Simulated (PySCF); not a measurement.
System: ClHfO (charge +1).

Input

```
mol = gto.M(atom='''
Hf     0.18297     0.00000    -0.45139
O      1.49648     0.00000     0.64260
Cl    -1.68949     0.00000     0.85737''',
    basis={'Hf': 'def2-SVP', 'O': 'def2-SVP', 'Cl': 'def2-SVP'},
    ecp={'Hf': 'def2-SVP'},
    charge=1, spin=0)
mf = dft.RKS(mol, xc='PBE0')
mf.grids.atom_grid = (75, 302)  # f atoms: at least (60, 302), unpruned
mf = mf.density_fit()  # Hf def2-universal-JKFIT, O def2-universal-JKFIT, Cl def2-universal-JKFIT
mf.conv_tol = 1e-09; mf.max_cycle = 55
mf.kernel(dm0)
```

Launched as:

```sh
OMP_NUM_THREADS=2 python run.py
```

Core potentials replace the inner electrons of Hf.

Method: RKS PBE0, Hf def2-SVP with ECP60, O def2-SVP, Cl def2-SVP; non-relativistic Hamiltonian with scalar-relativistic core potentials where named; density fitting (PySCF 2.14.0).

Predict the electron density and electron localisation function between the atoms.

Hf–O (1.71 Å): the density is about 1.7 e/Å³ at the midpoint; the ELF peaks at about 0.80 in the valence shell of O, 0.5 Å from its nucleus, and drops to about 0.35 between the two atoms.
Hf–Cl (2.28 Å): the density is about 0.66 e/Å³ at the midpoint; the ELF peaks at about 0.80 in the valence shell of Cl, 0.8 Å from its nucleus, and is about 0.35 at the midpoint.

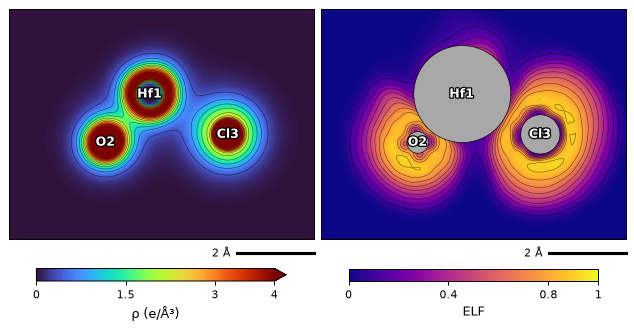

Computed electron density and electron localisation function on the molecular plane, in this order. Grey discs cover the atomic cores in the ELF map. 
